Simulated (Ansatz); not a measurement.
**Cl$_{2}$FH$_{3}$NOSi (SMILES [NH3+]O[Si](F)(Cl)Cl) (charge +1): density, localisation and related maps**

```xyz
9

Cl   -1.2141    4.3276   -0.0426
Cl    1.9824    3.2955    0.4610
F     0.1119    2.1001   -1.5743
N    -0.7445    0.3186    0.1841
O    -0.4522    1.5156    0.8177
Si    0.1276    2.8489   -0.1348
H    -1.7403    0.0846    0.3437
H    -0.1616   -0.4325    0.5938
H    -0.5637    0.3754   -0.8405
```

Geometry: B3LYP-D3(BJ)/def2-SVP.

Level of theory: isolated molecule in a Gaussian basis; Kohn-Sham density functional theory, functional PBE0 (Ansatz).

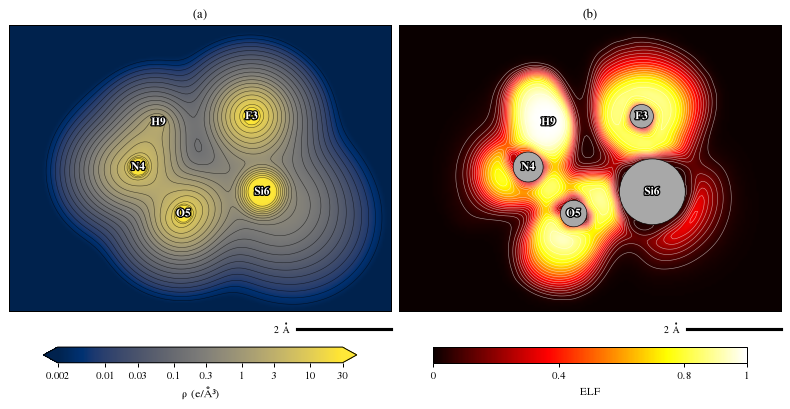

Figure 1. (a) electron density; (b) ELF on the plane of atoms F3, Si6 and O5. Grey discs cover the atomic cores in the ELF map.

Question: Describe what can be read from this map.

Answer:
- The section cuts through F, N, O, Si and H sites.
- N–O (1.39 Å): ρ at the midpoint is about 2.3 e/Å³; the ELF peaks at about 0.85 between the atoms; a covalent bond.
- Si–F (1.62 Å): ρ is about 1 e/Å³ halfway; the ELF peaks at about 0.85 in the valence shell of F, 0.6 Å from its nucleus, and is about 0.45 at the midpoint.
- Si–O (1.74 Å): ρ at the midpoint is about 0.93 e/Å³; the ELF peaks at about 0.90 between the atoms; a polar covalent bond.
- N–H (1.04 Å): ρ at the midpoint is about 3 e/Å³; the ELF climbs to about 1 towards the hydrogen, as it does in any bond to H: an ordinary covalent bond to hydrogen.
- The ELF also peaks beside O5 and F3, away from the bonds: lone-pair regions.

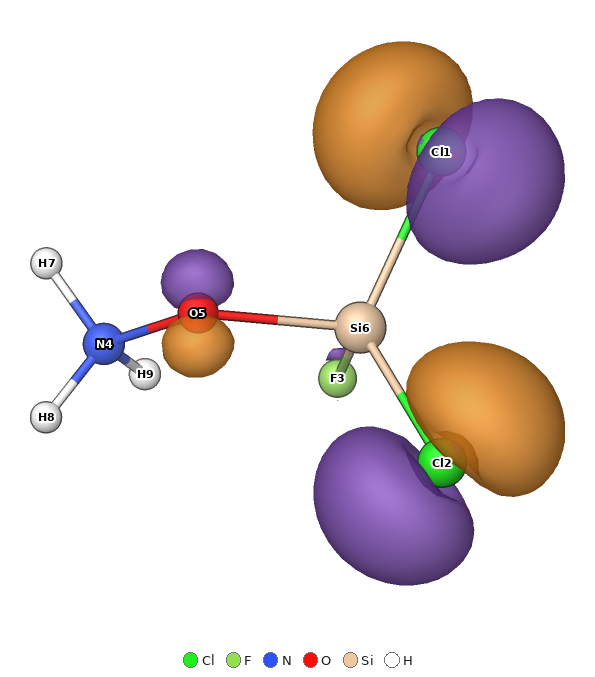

Figure 2. The HOMO at ±0.15 Å⁻³ᐟ² (orange and purple are the two phases), seen at a tilt.

Question: What is the character of this orbital?

Answer: By Hirshfeld shares it lies mainly on Cl1 (about 45 %) and Cl2 (about 45 %); largely a combination of lone pairs on Cl1 and Cl2. Its energy is −14.00 eV.

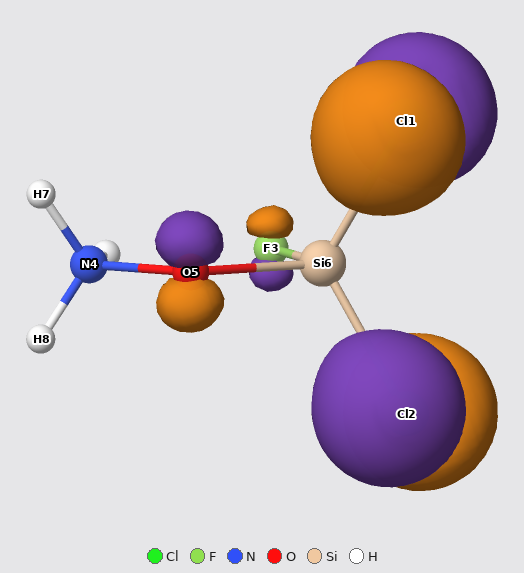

Figure 3. The HOMO−1 at ±0.15 Å⁻³ᐟ² (orange and purple are the two phases), seen across its widest extent.

Question: Where does this orbital lie, and at what energy?

Answer: It lies mainly on Cl1 (about 45 %) and Cl2 (about 45 %); largely a combination of lone pairs on Cl1 and Cl2. Its energy is −14.21 eV.
